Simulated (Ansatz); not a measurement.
# Decaying states in the gap of Ba2LaTaS6

A new crystal, Ba2LaTaS6: structure, gap and complex bands. It is built by putting S for O, Ta for Nb in the Ba2LaNbO6 structure of space group C2/m, with the volume rescaled by atomic radii. The parent structure comes from the Materials Project.

Program: Ansatz 0.2.0. Level of theory: PBEsol DFT, plane waves, PAW files, in the first sound run; inputs show where later runs differ. Results are calculated unless marked as measured.

The structure was built from a prototype and need not be the compound's stable phase.

## Step 1: The structure

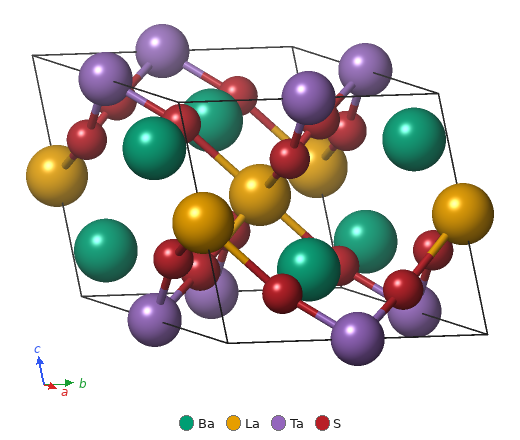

Start, viewed slightly off an axis; barium teal, lanthanum orange, tantalum purple, sulfur red. This picture shows the conventional cell, with its axes. Some periodic images of atoms are drawn too.

Coordinates:

```cif
data_structure
_symmetry_space_group_name_H-M 'P 1'
_symmetry_Int_Tables_number 1
_cell_length_a 6.6677
_cell_length_b 6.6677
_cell_length_c 6.7575
_cell_angle_alpha 119.736
_cell_angle_beta 119.736
_cell_angle_gamma 60.140
_cell_volume 213.50
loop_
_atom_site_label
_atom_site_type_symbol
_atom_site_fract_x
_atom_site_fract_y
_atom_site_fract_z
_atom_site_occupancy
Ba1 Ba 0.75389 0.75389 0.76161 1
Ba2 Ba 0.24611 0.24611 0.23839 1
La3 La 0.00000 0.00000 0.50000 1
Ta4 Ta 0.50000 0.50000 0.00000 1
S5 S 0.27211 0.27211 0.70317 1
S6 S 0.72789 0.72789 0.29683 1
S7 S 0.77103 0.30597 0.81160 1
S8 S 0.69403 0.22897 0.18840 1
S9 S 0.22897 0.69403 0.18840 1
S10 S 0.30597 0.77103 0.81160 1
```

## Step 2: Relaxing the new crystal

The substituted atoms don't fit the parent's cell, so cell and atoms relax together. A small smearing keeps the run stable in case the gap closes on the way.

File input.yaml:

```yaml
crystal:
  lattice:
    - [5.7703017122, -3.3408632997, 0.0]
    - [5.7703017122, 3.3408632997, 0.0]
    - [-3.8730297549, 0.0, 5.5375065874]
  atoms:
    - { symbol: Ba, position: [0.753888, 0.753888, 0.761613] }
    - { symbol: Ba, position: [0.246112, 0.246112, 0.238387] }
    - { symbol: La, position: [0.0, 0.0, 0.5] }
    - { symbol: Ta, position: [0.5, 0.5, 0.0] }
    - { symbol: S, position: [0.272108, 0.272108, 0.703166] }
    - { symbol: S, position: [0.727892, 0.727892, 0.296834] }
    - { symbol: S, position: [0.771029, 0.305966, 0.811603] }
    - { symbol: S, position: [0.694034, 0.228971, 0.188397] }
    - { symbol: S, position: [0.228971, 0.694034, 0.188397] }
    - { symbol: S, position: [0.305966, 0.771029, 0.811603] }
kpoints:
  mp_grid: { grid: [4, 4, 4] }
scf:
  occupations: { method: gaussian, width: 0.03 }
hamiltonian:
  xc: pbesol
output:
  forces: true
  stress: true
relax:
  f_tol: 0.02
  max_steps: 60
  cell: {}
```

Command:

```console
$ ansatz run input.yaml --threads 2 --pin off --max-ram 4096MiB --backend cpu --events-out ev --progress --plain --runs-dir out
```

Numbers of over 12 decimals in the logs are rounded to 6 here.

What it wrote:

```text
Engine: ansatz 0.2.0, aarch64-unknown-linux-gnu
Pseudopotentials: kind: paw
Pseudopotential: Ba, paw, valence charge 10, recommended cutoff 420 eV (normal), Ba.paw.azcp
Pseudopotential: La, paw, valence charge 11, recommended cutoff 420 eV (normal), La.paw.azcp
Pseudopotential: Ta, paw, valence charge 13, recommended cutoff 420 eV (normal), Ta.paw.azcp
Pseudopotential: S, paw, valence charge 6, recommended cutoff 420 eV (normal), S.paw.azcp
Functional definition: PBEsol
  exchange = pbesol_x
  correlation = pbesol_c
Crystal: 10 atoms, lattice volume = 213.502 Å³
Basis set: ecut = 420 eV, 4179 PW (Γ), exchange–correlation on 90×90×96 points (8 copies of the dense FFT grid, shifted against one another)
Bands: 50, of which v1, the nominal top of the filled ones, is band 40 counted from 1 (39 counted from 0)
Symmetry: 4 space group operations
Space group: C2/m (ITA 12), of the structure as read, at distance tolerance 6.0e-5 Å
k-points: 24 of 64
Non-local potential: Ba, projectors of the file, l = 0: 3, l = 1: 2, l = 2: 2, l = 3: 2
Non-local potential: La, projectors of the file, l = 0: 3, l = 1: 2, l = 2: 2, l = 3: 3
Non-local potential: Ta, projectors of the file, l = 0: 3, l = 1: 2, l = 2: 2, l = 3: 1
Non-local potential: S, projectors of the file, l = 0: 2, l = 1: 2, l = 2: 2
PAW form: soft (Blöchl's): semilocal exchange-correlation on the pseudo side does not see the compensation charge
PAW frozen core: Ba, regenerated for the run's functional, and the local potential with it (the file was generated under x = pbe(κ = 0.804, μ = 0.219515), c = pbe(β = 0.066725))
PAW frozen core: La, regenerated for the run's functional, and the local potential with it (the file was generated under x = pbe(κ = 0.804, μ = 0.219515), c = pbe(β = 0.066725))
PAW frozen core: Ta, regenerated for the run's functional, and the local potential with it (the file was generated under x = pbe(κ = 0.804, μ = 0.219515), c = pbe(β = 0.066725))
PAW frozen core: S, regenerated for the run's functional, and the local potential with it (the file was generated under x = pbe(κ = 0.804, μ = 0.219515), c = pbe(β = 0.066725))
PAW one-centre angular grid: Ba, 194 points (default); XC on 64 Gauss nodes
PAW one-centre angular grid: La, 590 points (default); XC on 64 Gauss nodes
PAW one-centre angular grid: Ta, 590 points (default); XC on 64 Gauss nodes
PAW one-centre angular grid: S, 110 points (default); XC on 64 Gauss nodes
Initial density: superposition of atomic densities (neutral atoms: chi_scale 0, normalization atom), corrected by the library's trained network
Initial wavefunctions: pseudopotential atomic-orbital guess
Functional: x = pbesol(κ = 0.804, μ = 0.123457), c = pbesol(β = 0.046)
SCF iter   1: F=—  HF=-33015.952367 eV  |F-HF|=—  |Δ(HF+E_count)|=         —  Δρ=4.58e-3  dr2=7.90e-2  ethr=1.77e-3  ⟨swp⟩=9.9  Hψ=6393  notcnv=0  defer=11
preconditioner: auto → Resta (q_TF=auto, 2.317 Å⁻¹)  ε∞=4.9  [insulator: Δε(μ)=0.535 eV  Ē_g=10.399 eV  σ=0.030 eV  W_gap=1.00  n_scr=58 (ndim 8)  ℏωp=20.6 eV  f_vac=0.000  D(μ)=0.00/eV (n_scr^D=0)  ε∞_Penn≈4.9]
SCF iter   2: F=—  HF=-33015.935571 eV  |F-HF|=—  |Δ(HF+E_count)|=   1.68e-2  Δρ=2.35e-3  dr2=1.69e-2  ethr=9.88e-5  ⟨swp⟩=3.2  Hψ=2069  notcnv=0  defer=105
SCF iter   3: F=—  HF=-33015.933216 eV  |F-HF|=—  |Δ(HF+E_count)|=   2.35e-3  Δρ=7.75e-4  dr2=2.62e-3  ethr=2.12e-5  ⟨swp⟩=3.0  Hψ=2066  notcnv=0  defer=105
SCF iter   4: F=—  HF=-33015.932969 eV  |F-HF|=—  |Δ(HF+E_count)|=   2.47e-4  Δρ=2.38e-4  dr2=1.20e-4  ethr=3.28e-6  ⟨swp⟩=2.0  Hψ=1771  notcnv=0  defer=105
SCF iter   5: F=—  HF=-33015.933011 eV  |F-HF|=—  |Δ(HF+E_count)|=   4.21e-5  Δρ=6.12e-5  dr2=1.17e-5  ethr=1.50e-7  ⟨swp⟩=2.6  Hψ=2086  notcnv=0  defer=105
SCF iter   6: F=—  HF=-33015.932978 eV  |F-HF|=—  |Δ(HF+E_count)|=   3.27e-5  Δρ=1.77e-5  dr2=7.44e-7  ethr=1.47e-8  ⟨swp⟩=2.0  Hψ=1625  notcnv=0  defer=105
SCF iter   7: F=-33015.932979 eV  HF=-33015.932979 eV  |F-HF|=4.85e-9  |Δ(HF+E_count)|=   5.24e-7  Δρ=3.61e-6  dr2=4.22e-8  ethr=1.25e-10  ⟨swp⟩=5.1  Hψ=5132  notcnv=0
SCF 1 converged in 7 iterations: F = -33015.932979 eV  dr2 = 4.22e-8
  greatest PAW one-centre occupation: 1.000 electrons in one spin orbital (limit 2), on the Ta atom at site 3 (counted from 0), in its partial waves of l = 0
relax step   1: F+E_penalty+E_count = -33015.93297871 eV  Δ(F+E_penalty+E_count) = +0.000e0 eV  max|allowed force component| = 2.676e0 eV/Å  Δτ_max = 0.0000 Å  P = +26.223 GPa  Ω = 213.502 Å³  (7 SCF iters, dr2 threshold 1.00e-7 eV, accepted)
Crystal: 10 atoms, lattice volume = 242.623 Å³
Basis set: ecut = 420 eV, 4749 PW (Γ), exchange–correlation on 90×90×96 points (8 copies of the dense FFT grid, shifted against one another)
Initial density: handed on by an earlier stage of this run
Initial wavefunctions: those handed on with the density
iter 1 solved again at ethr=4.85e-4 eV; its pass at ethr=3.10e-3 eV (dr2=3.88e-1 eV) is discarded
SCF iter   1: F=—  HF=-33019.461184 eV  |F-HF|=—  |Δ(HF+E_count)|=         —  Δρ=8.76e-3  dr2=3.83e-1  ethr=4.85e-4  ⟨swp⟩=2.4  Hψ=8332  notcnv=0
preconditioner: auto → Resta (q_TF=auto, 2.268 Å⁻¹)  ε∞=4.6  [insulator: Δε(μ)=1.073 eV  Ē_g=10.180 eV  σ=0.030 eV  W_gap=1.00  n_scr=58 (ndim 8)  ℏωp=19.4 eV  f_vac=0.001  D(μ)=0.00/eV (n_scr^D=0)  ε∞_Penn≈4.6]
SCF iter   2: F=—  HF=-33019.372087 eV  |F-HF|=—  |Δ(HF+E_count)|=   8.91e-2  Δρ=3.85e-3  dr2=6.31e-2  ethr=4.78e-4  ⟨swp⟩=5.9  Hψ=2858  notcnv=0  defer=4
SCF iter   3: F=—  HF=-33019.358063 eV  |F-HF|=—  |Δ(HF+E_count)|=   1.40e-2  Δρ=1.57e-3  dr2=9.10e-3  ethr=7.88e-5  ⟨swp⟩=5.3  Hψ=2788  notcnv=0  defer=50
SCF iter   4: F=—  HF=-33019.356817 eV  |F-HF|=—  |Δ(HF+E_count)|=   1.25e-3  Δρ=4.42e-4  dr2=7.96e-4  ethr=1.14e-5  ⟨swp⟩=3.1  Hψ=2227  notcnv=0  defer=73
SCF iter   5: F=—  HF=-33019.356864 eV  |F-HF|=—  |Δ(HF+E_count)|=   4.72e-5  Δρ=1.59e-4  dr2=7.35e-5  ethr=9.95e-7  ⟨swp⟩=2.1  Hψ=1784  notcnv=0  defer=75
SCF iter   6: F=—  HF=-33019.356906 eV  |F-HF|=—  |Δ(HF+E_count)|=   4.12e-5  Δρ=3.62e-5  dr2=3.31e-6  ethr=9.19e-8  ⟨swp⟩=2.0  Hψ=1981  notcnv=0  defer=75
SCF iter   7: F=-33019.356909 eV  HF=-33019.356909 eV  |F-HF|=8.52e-8  |Δ(HF+E_count)|=   2.90e-6  Δρ=6.83e-6  dr2=1.97e-7  ethr=1.25e-9  ⟨swp⟩=6.0  Hψ=5176  notcnv=0
SCF 2 converged in 7 iterations: F = -33019.356909 eV  dr2 = 1.97e-7
relax step   2: F+E_penalty+E_count = -33019.35690864 eV  Δ(F+E_penalty+E_count) = -3.424e0 eV  max|allowed force component| = 2.423e-1 eV/Å  Δτ_max = 0.0674 Å  P = +6.805 GPa  Ω = 242.623 Å³  energy of the carried Pulay correction = -2.215e-3 eV  (7 SCF iters, dr2 threshold 1.00e-6 eV, accepted)
[...]
SCF iter   5: F=—  HF=-33019.773385 eV  |F-HF|=—  |Δ(HF+E_count)|=   1.21e-4  Δρ=1.24e-4  dr2=5.49e-5  ethr=1.10e-6  ⟨swp⟩=2.1  Hψ=2198  notcnv=0  defer=117
SCF iter   6: F=—  HF=-33019.773411 eV  |F-HF|=—  |Δ(HF+E_count)|=   2.54e-5  Δρ=4.08e-5  dr2=8.70e-6  ethr=6.86e-8  ⟨swp⟩=2.2  Hψ=2046  notcnv=0  defer=117
SCF iter   7: F=-33019.773412 eV  HF=-33019.773412 eV  |F-HF|=1.44e-7  |Δ(HF+E_count)|=   1.13e-6  Δρ=8.19e-6  dr2=2.33e-7  ethr=1.25e-9  ⟨swp⟩=5.5  Hψ=6218  notcnv=0
SCF 3 converged in 7 iterations: F = -33019.773412 eV  dr2 = 2.33e-7
relax step   3: F+E_penalty+E_count = -33019.77341180 eV  Δ(F+E_penalty+E_count) = -4.165e-1 eV  max|allowed force component| = 4.820e-1 eV/Å  Δτ_max = 0.0996 Å  P = +0.532 GPa  Ω = 261.991 Å³  energy of the carried Pulay correction = -3.538e-3 eV  (7 SCF iters, dr2 threshold 1.00e-6 eV, accepted)
[...]
relax step   4: F+E_penalty+E_count = -33019.83194598 eV  Δ(F+E_penalty+E_count) = -5.853e-2 eV  max|allowed force component| = 1.391e-1 eV/Å  Δτ_max = 0.0324 Å  P = +0.007 GPa  Ω = 262.277 Å³  energy of the carried Pulay correction = -3.557e-3 eV  (6 SCF iters, dr2 threshold 1.00e-6 eV, accepted)
[...]
relax step   5: F+E_penalty+E_count = -33019.84455107 eV  Δ(F+E_penalty+E_count) = -1.261e-2 eV  max|allowed force component| = 5.641e-2 eV/Å  Δτ_max = 0.0437 Å  P = +0.020 GPa  Ω = 261.743 Å³  energy of the carried Pulay correction = -3.522e-3 eV  (6 SCF iters, dr2 threshold 1.00e-6 eV, accepted)
[...]
relax step   6: F+E_penalty+E_count = -33019.84612223 eV  Δ(F+E_penalty+E_count) = -1.571e-3 eV  max|allowed force component| = 1.392e-2 eV/Å  Δτ_max = 0.0118 Å  P = -0.020 GPa  Ω = 261.634 Å³  energy of the carried Pulay correction = -3.515e-3 eV  (5 SCF iters, dr2 threshold 1.99e-7 eV, accepted)
[...]
relax step   7: F+E_penalty+E_count = -33019.84633267 eV  Δ(F+E_penalty+E_count) = -2.104e-4 eV  max|allowed force component| = 6.473e-3 eV/Å  Δτ_max = 0.0062 Å  P = +0.002 GPa  Ω = 261.504 Å³  energy of the carried Pulay correction = -3.506e-3 eV  (7 SCF iters, dr2 threshold 9.83e-9 eV, accepted)
[...]
relax step   8: F+E_penalty+E_count = -33019.85513277 eV  Δ(F+E_penalty+E_count) = -8.800e-3 eV  max|allowed force component| = 7.381e-3 eV/Å  Δτ_max = 0.0000 Å  P = +0.052 GPa  Ω = 261.504 Å³  stress off target by 6.87e-2 GPa  SCF on the basis re-selected at this cell (its energy is not comparable with the rows above)  (6 SCF iters)
[...]
relax step   9: F+E_penalty+E_count = -33019.85517962 eV  Δ(F+E_penalty+E_count) = -4.685e-5 eV  max|allowed force component| = 1.598e-3 eV/Å  Δτ_max = 0.0013 Å  P = +0.004 GPa  Ω = 261.690 Å³  energy of the carried Pulay correction = -8.418e-6 eV  (5 SCF iters, dr2 threshold 1.18e-8 eV, accepted)
iter 1 solved again at ethr=5.91e-7 eV; its pass at ethr=3.10e-3 eV (dr2=4.72e-4 eV) is discarded
SCF iter   1: F=—  HF=-33019.855368 eV  |F-HF|=—  |Δ(HF+E_count)|=         —  Δρ=1.13e-5  dr2=1.56e-8  ethr=5.91e-7  ⟨swp⟩=3.0  Hψ=9236  notcnv=0
eigensolver tolerance schedule: the retry pair's looser diagonalisation over-reported the residual by 30223.50 of it (diagonalisation noise at an unbounded share of the residual, at the tolerance the schedule requests for it); recorded, not acted on — ethr = c·dr2/N_el stays at c = 1.0e-1
preconditioner: auto → Resta (q_TF=auto, 2.239 Å⁻¹)  ε∞=4.7  [insulator: Δε(μ)=1.020 eV  Ē_g=9.682 eV  σ=0.030 eV  W_gap=1.00  n_scr=58 (ndim 8)  ℏωp=18.6 eV  f_vac=0.002  D(μ)=0.00/eV (n_scr^D=0)  ε∞_Penn≈4.7]
SCF iter   2: F=—  HF=-33019.855188 eV  |F-HF|=—  |Δ(HF+E_count)|=   1.80e-4  Δρ=5.71e-6  dr2=4.83e-9  ethr=1.95e-11  ⟨swp⟩=3.5  Hψ=3228  notcnv=0
SCF iter   3: F=—  HF=-33019.855189 eV  |F-HF|=—  |Δ(HF+E_count)|=   5.82e-7  Δρ=8.42e-7  dr2=1.75e-9  ethr=6.03e-12  ⟨swp⟩=2.0  Hψ=1626  notcnv=0
SCF iter   4: F=—  HF=-33019.855189 eV  |F-HF|=—  |Δ(HF+E_count)|=   6.66e-9  Δρ=2.97e-7  dr2=1.91e-10  ethr=2.18e-12  ⟨swp⟩=2.7  Hψ=2094  notcnv=0
SCF iter   5: F=-33019.855189 eV  HF=-33019.855189 eV  |F-HF|=8.44e-10  |Δ(HF+E_count)|=  1.02e-10  Δρ=2.30e-7  dr2=3.90e-11  ethr=1.00e-12  ⟨swp⟩=4.1  Hψ=4183  notcnv=0
SCF 10 converged in 5 iterations: F = -33019.855189 eV  dr2 = 3.90e-11
relax step  10: F+E_penalty+E_count = -33019.85518853 eV  Δ(F+E_penalty+E_count) = -8.912e-6 eV  max|allowed force component| = 1.615e-3 eV/Å  Δτ_max = 0.0000 Å  P = +0.004 GPa  Ω = 261.690 Å³  stress off target by 7.08e-3 GPa  SCF on the basis re-selected at this cell (its energy is not comparable with the rows above)  (5 SCF iters)
basis re-selected at this cell: Δ(F+E_penalty+E_count) = -8.912e-6 eV, ΔP = +0.000 GPa vs the last step (what re-selecting the basis moved, of the pressure what is left beyond the Pulay correction that the steps carried, after the strain that the cell walked since its last selection, with what the two solves' SCF thresholds leave and, on support functions, any second-order correction that the steps lacked; it is no m [...]
SCF converged after 5 iterations
Free energy (F): -33019.855189 eV
Harris-Foulkes:  -33019.855189 eV  (|F-HF|=8.44e-10)
Internal energy: -33019.855189 eV  (E = F + TS)
E sigma→0 (E₀):  -33019.855189 eV
Fermi energy:    7.734254 eV
--- Per-component energies (eV) ---
  E_band       = -370.525359
  E_kinetic    = 1537.535016
  E_local      = -2862.215699  (includes V_loc(G=0)·N_el)
  E_nonlocal   = 402.068055
  E_hartree    = 993.463042
  E_xc         = -1268.821891
  E_vxc        = -1150.327569  (∫ρ·V_xc dr)
  E_paw        = -27387.763181  (= ΣΔE_a)
  E_vpaw       = -284.511343  (= ΣTr[D̂ρ^β])
  E_aug_tail   = 0.000131  (compensation charges beyond the density's cutoff)
  E_ewald      = -4435.178380
  E_core_change = 1.057718  (= ΣΔE_core)
  E_smearing   = -0.000000  (= −TS)
  E_closure    = 0.000000  (closes the sum)
  Σ components = -33019.855189   (vs F -33019.855189, Δ=0.00e0)
--- Forces (eV/Å), atoms counted from 1 ---
  atom   1  Ba    -0.00009733     0.00000000     0.00069348
  atom   2  Ba     0.00009733     0.00000000    -0.00069348
  atom   3  La     0.00000000     0.00000000     0.00000000
  atom   4  Ta     0.00000000     0.00000000    -0.00000000
  atom   5  S      0.00161454     0.00000000     0.00150881
  atom   6  S     -0.00161454     0.00000000    -0.00150881
  atom   7  S      0.00031156    -0.00065991    -0.00018075
  atom   8  S     -0.00031156    -0.00065991     0.00018075
  atom   9  S     -0.00031156     0.00065991     0.00018075
  atom  10  S      0.00031156     0.00065991    -0.00018075
  max |Σ_I F_I| component: 2.17e-19 eV/Å
--- Stress (GPa, compression-positive) ---
        0.006907       0.000000      -0.000951
        0.000000       0.004168       0.000000
       -0.000951       0.000000       0.001992
  P = ⅓ Tr σ = 0.0044 GPa (0.044 kbar)
--- Relaxed structure (8 steps of the walk, 8 accepted, 2 SCFs on fresh bases) ---
  F+E_penalty+E_count = -33019.85518853 eV   max|allowed force component| = 1.615e-3 eV/Å   (the final SCF, on the basis selected at the relaxed cell)
  cell:  # Å, volume = 261.6898 Å³
    - [6.098548, -3.540429, -0.020727]
    - [6.098548, 3.540429, -0.020727]
    - [-4.113239, -1.1912674121350554e-16, 6.074006]
  atoms:
    - { symbol: Ba, position: [0.757110, 0.757110, 0.770328] }
    - { symbol: Ba, position: [0.242890, 0.242890, 0.229672] }
    - { symbol: La, position: [-2.7755575615628914e-17, -2.7755575615628914e-17, 0.5] }
    - { symbol: Ta, position: [0.500000, 0.500000, -4.336808689942018e-19] }
    - { symbol: S, position: [0.270536, 0.270536, 0.681278] }
    - { symbol: S, position: [0.729464, 0.729464, 0.318722] }
    - { symbol: S, position: [0.791527, 0.313321, 0.822943] }
    - { symbol: S, position: [0.686679, 0.208473, 0.177057] }
    - { symbol: S, position: [0.208473, 0.686679, 0.177057] }
    - { symbol: S, position: [0.313321, 0.791527, 0.822943] }
```

Wall time 89 s (2 threads of Arm Neoverse V1, shared host); peak memory 0.74 GiB.

Step by step:

```
step  energy less that of the first step (eV)  largest force component (eV/Å)  pressure (GPa)  volume (Å³)
   1                                   0.0000                          2.6760           26.22       213.50
   2                                  -3.4239                          0.2423            6.80       242.62
   3                                  -3.8404                          0.4820            0.53       261.99
   4                                  -3.8990                          0.1391            0.01       262.28
   5                                  -3.9116                          0.0564            0.02       261.74
   6                                  -3.9131                          0.0139           -0.02       261.63
   7                                  -3.9134                          0.0065            0.00       261.50
  8*                                  -3.9222                          0.0074            0.05       261.50
   9                                  -3.9222                          0.0016            0.00       261.69
 10*                                  -3.9222                          0.0016            0.00       261.69
```

Relaxation steps marked * repeat the geometry before them on a plane-wave basis chosen anew for their cell, so energy and pressure can jump there.

The run keeps the 4 symmetry operations that it works with, so distortions that break them were not tested.

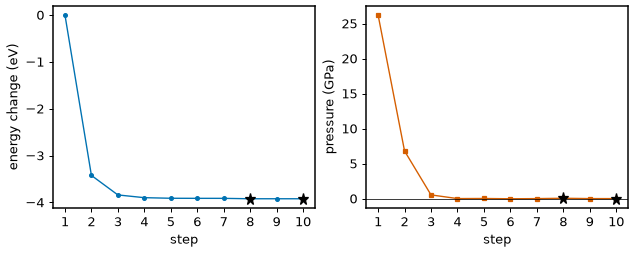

Energy and pressure along the relaxation. Stars mark steps on a basis chosen anew.

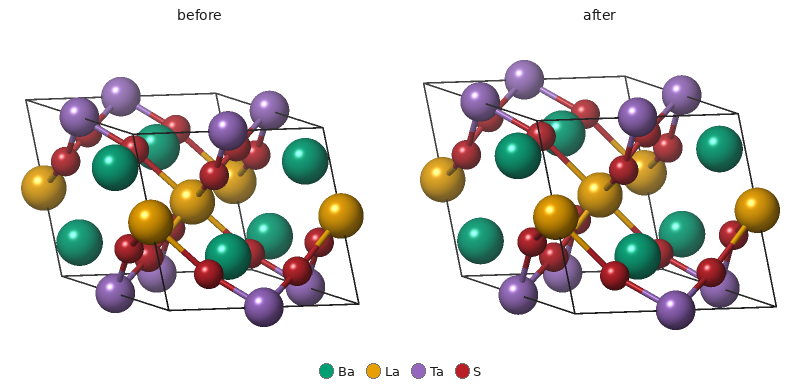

Before and after, at one scale.

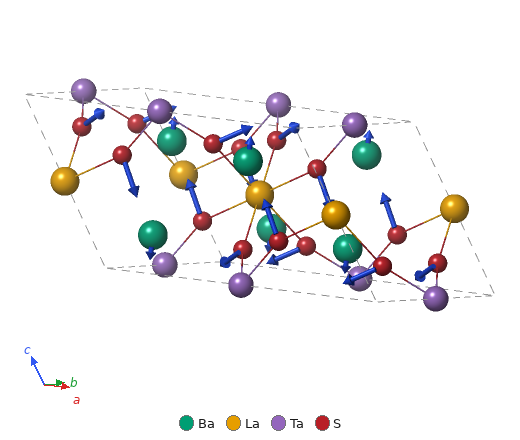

Displacements in the relaxation, exaggerated, measured against the changing cell; the longest in the cell stands for 0.15 Å. Some periodic images of atoms are drawn too.

```
     cell as run  before   after   change
           a (Å)   6.668   7.052   +5.8 %
           b (Å)   6.668   7.052   +5.8 %
           c (Å)   6.758   7.336   +8.6 %
           α (°)  119.74  119.17   -0.5 %
           β (°)  119.74  119.17   -0.5 %
           γ (°)   60.14   60.27   +0.2 %
volume (Å³/atom)   21.35   26.17  +22.6 %
```

The atoms that moved most (Å, as changes of fractional coordinates times the final cell):

```
atom      dx      dy      dz  length
  S5   0.071   0.000  -0.133   0.151
  S6  -0.071   0.000   0.133   0.151
  S9  -0.123   0.047  -0.068   0.148
  S8  -0.123  -0.047  -0.068   0.148
 S10   0.123   0.047   0.068   0.148
  S7   0.123  -0.047   0.068   0.148
 Ba2  -0.003   0.000  -0.053   0.053
 Ba1   0.003   0.000   0.053   0.053
```

This step gave:

| Property | Result |
| --- | --- |
| free energy | -33019.8552 eV |
| Fermi energy | 7.734 eV |
| pressure | 0.004356 GPa |

The largest force component on a free atom ends at 0.0016 eV/Å.

(Part 1 of 2 ends here.)

[Logs are printed without paths, hosts, clocks, repeated set-up lines and the standing remarks that a program may print on its own settings, such as how far it seeks lower states.]

[Hosts, paths, dates, database ids (printed as entryN), source tags and the programs' standing remarks are cut or masked in the printed files.]

[New means built here by substitution; the compound itself may be known and measured.]
